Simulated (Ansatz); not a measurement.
**BGe (doublet): inputs that go wrong at distance Ge1–B2 = 2.239 Å**

3 inputs are run for BGe (doublet) as typed; the log has to tell whether the result can be used and what must change.

The runs use Ansatz 0.2.0, Gaussian basis; the settings change from run to run.

22 further runs of the same task are left out: 3 for a known fault of the program, 15 that didn't finish, 4 set aside as unsound or not needed.

## 1. What is computed

The geometry derives from a PBE0/def2-TZVP stationary point (not a proven minimum). One bond is set to the value named and the two fragments are kept rigid. No spin-orbit coupling is included. The filled d shell of Ge may be among the frozen orbitals whatever the setting's name suggests; the logs give the count.

2 atoms, charge 0, spin multiplicity 2.

Atoms are counted from 1 here; the program's logs count them from 0.

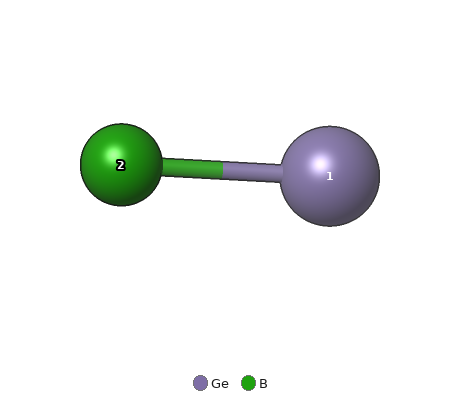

The structure; germanium purple, boron green; atoms are numbered from 1 in the order of the file.

Geometry (Å):

```xyz
2
BGe
Ge    0.0000    0.0000    0.0000
B     0.0000    0.0000    2.2390
```

## 2. Attempt 1

Contents of in.yaml:

```yaml
crystal:
  periodic: [false, false, false]
  atoms:
    - {symbol: Ge, position_ang: [0.000000, 0.000000, 0.000000]}
    - {symbol: B, position_ang: [0.000000, 0.000000, 2.239000]}
basis:
  gaussian: {orbitals: cc-pVDZ}
magnetization: {spin_polarized: false, initial_magnetization: 1}
correlation: {active_space: {window: {electrons: 3, orbitals: 3}, states: [{multiplicity: 2, irrep: T2g, weights: [1]}]}}
accuracy: high
```

Run with:

```sh
$ ansatz run in.yaml --threads 1 --pin off --events-out ev --progress --plain --max-ram 2393MiB
```

Output:

```text
Functional definition: HF
  name "HF"
  cite "Fock, Z. Phys. 61, 126 (1930) doi:10.1007/BF01340294"
  parent pbe
  exchange = exact_x
  correlation = 0
781 factors; integrals over basis functions are off by at most 4.4e-9 eV
mean field evaluation 1: about -57137.7209 eV, gradient 6.7e0 eV
mean field evaluation 2: about -57137.7627 eV, gradient 6.8e0 eV
mean field evaluation 4: about -57138.1503 eV, gradient 1.1e0 eV
mean field evaluation 8: about -57138.1780 eV, gradient 2.0e-1 eV
mean field evaluation 16: about -57138.2020 eV, gradient 3.2e-1 eV
mean field evaluation 32: about -57139.4092 eV, gradient 7.2e-7 eV
mean field evaluation 64: about -57132.9860 eV, gradient 2.9e-8 eV
mean field evaluation 96: about -57138.2030 eV, gradient 1.7e-8 eV
mean field evaluation 128: about -57133.0550 eV, gradient 1.3e0 eV
mean field evaluation 160: about -57139.4036 eV, gradient 3.7e-1 eV
mean field evaluation 192: about -57138.9216 eV, gradient 6.6e0 eV
mean field evaluation 224: about -57138.1664 eV, gradient 6.7e-1 eV
mean field evaluation 256: about -57138.1204 eV, gradient 4.5e-1 eV
mean field -57139.40920428 eV, -2099.8345577748 hartree, gradient 4.5e-9 eV, S^2 0.750000; 15 other end points of the search recorded, 0 dependent functions left out
reference -57139.40920428 eV, -2099.8345577748 hartree; 19, 18 occupied and 22, 23 virtual orbitals, 781 factors
Error: the irrep T2g is not accepted for these orbitals, which take A1, B1, B2, A2, or 1 to 4
```

Run time: 3.5 s. Hardware: 1 thread of Arm Neoverse V2, shared host.

**Diagnosis.** The run stopped with an error. The symmetry label isn't in the molecule's group. Cure: name an irrep that the log lists.

## 3. Attempt 2

Contents of in.yaml:

```yaml
crystal:
  periodic: [false, false, false]
  atoms:
    - {symbol: Ge, position_ang: [0.000000, 0.000000, 0.000000]}
    - {symbol: B, position_ang: [0.000000, 0.000000, 2.239000]}
basis:
  gaussian: {orbitals: cc-pVDZ}
magnetization: {spin_polarized: false, initial_magnetization: 1}
correlation: {method: fic_mrcisd_q, electrons: valence}
output: {forces: true}
```

The command is unchanged.

Output:

```text
Error: this correlation method needs an active space: name one as the reference
```

Run time: 0.03 s. Hardware: 1 thread of Arm Neoverse V2, shared host.

Diagnosis: The run was refused. This method needs an active space and has none. To mend it, add an active_space block.

## 4. Attempt 3

Contents of in.yaml:

```yaml
crystal:
  periodic: [false, false, false]
  atoms:
    - {symbol: Ge, position_ang: [0.000000, 0.000000, 0.000000]}
    - {symbol: B, position_ang: [0.000000, 0.000000, 4.231038]}
basis:
  gaussian: {orbitals: cc-pVDZ}
magnetization: {spin_polarized: false, initial_magnetization: 1}
correlation: {method: mp2, electrons: outside_noble_gas}
```

The command is unchanged.

Output, cut to the lines that bear on the results:

```text
Functional definition: HF
  name "HF"
  cite "Fock, Z. Phys. 61, 126 (1930) doi:10.1007/BF01340294"
  parent pbe
[...]
462 factors; integrals over basis functions are off by at most 2.2e-4 eV
[...]
mean field -57137.34922257 eV, -2099.7588548432 hartree, gradient 8.3e-6 eV, S^2 0.750000; 23 other end points of the search recorded, 0 dependent functions left out
[...]
unrestricted determinant -57139.11067948 eV, -2099.8235871907 hartree, S^2 1.7667
15 core orbitals not correlated: weight in the atoms' cores, before any rotation towards them, 1.000 or more for the frozen orbitals, at most 0.000 for the correlated occupied ones
reference -57137.34922257 eV, -2099.7588548432 hartree; 4, 3 occupied and 22, 23 virtual orbitals, 462 factors
second order -2.38811081 eV of doubles, -0.05890991 eV of singles
Total energy: -57139.79624329 eV, -2099.8487811960 hartree
```

Run time: 4.6 s. Hardware: 1 thread of Arm Neoverse V2, shared host.

What is wrong: The run converged, which proves nothing about the input. The coordinates are scaled by the bohr-ångström factor. The shortest distance is 4.23 Å, against 2.24 Å in the geometry of step 1. Its energy belongs to another geometry. To mend it, restore the coordinates in ångström.

## 5. Summary

| attempt | level | ended | cause | time |
| --- | --- | --- | --- | --- |
| 1 | CASSCF(3,3)/cc-pVDZ | stopped by an error | the symmetry label isn't in the molecule's group | 3.5 s |
| 2 | 'fic_mrcisd_q'/cc-pVDZ | refused | this method needs an active space and has none | 0.03 s |
| 3 | MP2 on ROHF/cc-pVDZ | converged | the coordinates are scaled by the bohr-ångström factor | 4.6 s |

1 stopped by an error, 1 refused, 1 converged. The input that converges on a wrong geometry or spin is the dangerous one: no error points at it, so geometry and ⟨S²⟩ have to be checked.
